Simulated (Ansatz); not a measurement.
Band structure of Tl2Rh3S2 (R-3m, 7 atoms in the cell).

```xyz
7
Lattice="2.8479 1.6442 4.6982 -2.8479 1.6442 4.6982 0.0000 -3.2885 4.6982" Properties=species:S:1:pos:R:3 pbc="T T T"
Tl     0.0000     0.0000     0.0000
Tl     0.0000     0.0000     7.0473
Rh     1.4239     0.8221     2.3491
Rh    -1.4239     0.8221     2.3491
Rh     0.0000    -1.6442     2.3491
S      0.0000     0.0000    10.1441
S      0.0000     0.0000     3.9505
```

Computed with PBEsol, PAW files made with PBE (plane waves; Ansatz, a quantum-chemistry and plane-wave program).

Settings: basis.ecutwfc = 420 eV; kpoints.mp_grid.grid = 5 5 5; hamiltonian.xc = pbesol; hamiltonian.pseudopotentials = {kind: paw} (the program's default PAW files); scf.occupations.method = fermi_dirac; scf.occupations.width = 0.1 eV; kpoints.band_path.path = [[0.0, 0.0, 0.0], [0.5, 0.0, 0.0], [0.5, 0.24831889, -0.24831889]]; kpoints.band_path.npoints = 8.

The starting cell comes from a database of computed structures (which also holds hypothetical and non-ambient phases and stackings), without a prior relaxation at this level. Spin-orbit coupling is off. Spin polarisation is off; with an odd number of electrons in the cell that forces a metal, and a magnetic state may lie lower.

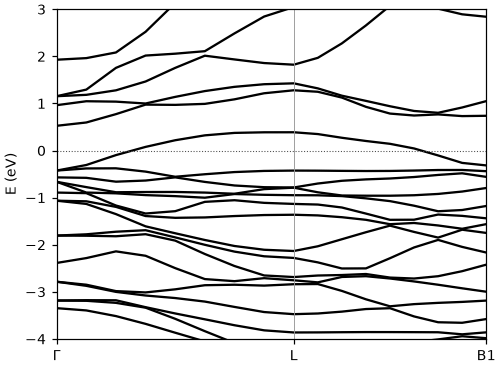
Bands along the path, energies from the Fermi level.

Levels in eV from the Fermi level, bands 41 to 48:
```tsv
point	41	42	43	44	45	46	47	48
Γ	-0.66	-0.66	-0.57	-0.42	-0.42	0.53	0.96	1.15
L	-0.95	-0.79	-0.78	-0.42	0.39	1.28	1.43	1.82
B1	-1.18	-0.79	-0.56	-0.44	-0.31	0.74	1.05	2.84
```

Bands cross the Fermi level along this path, so the cell is metallic at this level.

Keys are those of Ansatz 0.2.
